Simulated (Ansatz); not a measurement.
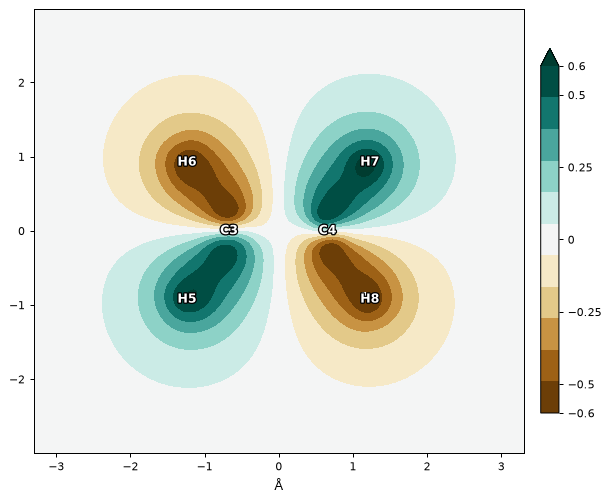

*HF···C$_{2}$H$_{4}$. The HOMO−1 on the plane of atoms C3, C4 and H8 (values in Å⁻³ᐟ²; the overall sign is arbitrary).*

Geometry: PBE0-D4/def2-TZVP.

Level of theory: RKS PBE0-D4/def2-TZVPPD (Ansatz).

```xyz
8

F     1.0519   -0.5442   -2.0750
H     0.6420   -0.3316   -1.2649
C    -0.8090    0.3766    0.2252
C     0.2469   -0.0860    0.8831
H    -1.6468   -0.2643   -0.0280
H    -0.8796    1.4158   -0.0779
H     1.0809    0.5568    1.1437
H     0.3137   -1.1232    1.1936
```

**Describe this orbital and give its energy.**

By Hirshfeld shares it lies mainly on C4 (about 25 %), C3 (about 25 %), H6 (about 15 %), H5 (about 15 %), H7 (about 15 %) and H8 (about 15 %). Its energy is −10.67 eV.
